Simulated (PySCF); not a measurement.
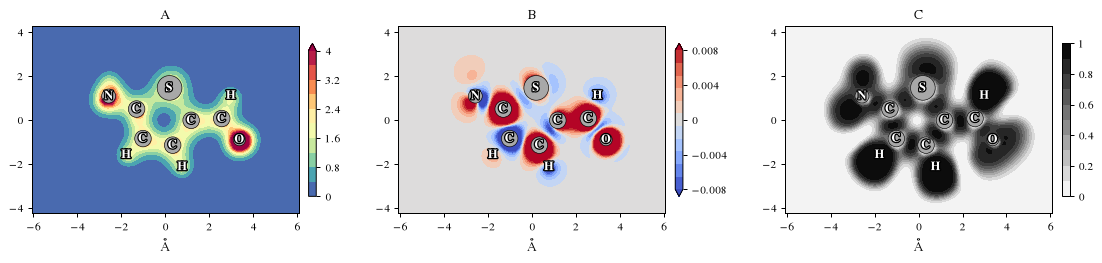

C$_{6}$H$_{7}$NOS (SMILES CNc1ccc([CH][O-])s1) (charge −1, doublet): 3 fields on the plane of atoms O8, C7 and H16, with unlabelled colour scales. Grey discs cover the atomic cores.

Geometry: GFN2-xTB.

These are results of UKS B3LYP, pcH-1 on C H N O S, non-relativistic, mean-field spin-orbit, GIAO (PySCF), not measurements.

```xyz
16

C     2.7775    0.1270   -0.2487
N     1.7569    0.4882   -1.2268
C     0.4380    0.3178   -0.7737
C    -0.3503    1.2593   -0.1514
C    -1.5753    0.7879    0.2883
C    -1.7807   -0.5859    0.0605
C    -2.8806   -1.3898    0.3551
O    -3.9442   -1.0267    0.9091
S    -0.3557   -1.2787   -0.7370
H     2.7315   -0.9289    0.0552
H     2.6327    0.7443    0.6380
H     3.7651    0.3327   -0.6682
H     1.9044   -0.0545   -2.0750
H    -0.0269    2.2858   -0.0620
H    -2.3377    1.3876    0.7539
H    -2.7626   -2.4572    0.0521
```

Question: The panels show electron density, electron localisation function and spin density in some order. Assign them.

Answer: Panel A: electron density. Panel B: spin density (confined to the atoms that carry the unpaired spin). Panel C: electron localisation function. From the grid: C–O (1.25 Å): the density is about 2.5 e/Å³ at the midpoint, with its minimum of 2.2 e/Å³ about 0.5 Å from C; the ELF peaks at about 0.85 between the atoms (a polar covalent bond). C–C (1.38 Å): the density is about 2 e/Å³ at the midpoint; the ELF peaks at about 0.95 between the atoms, as expected for a covalent bond.
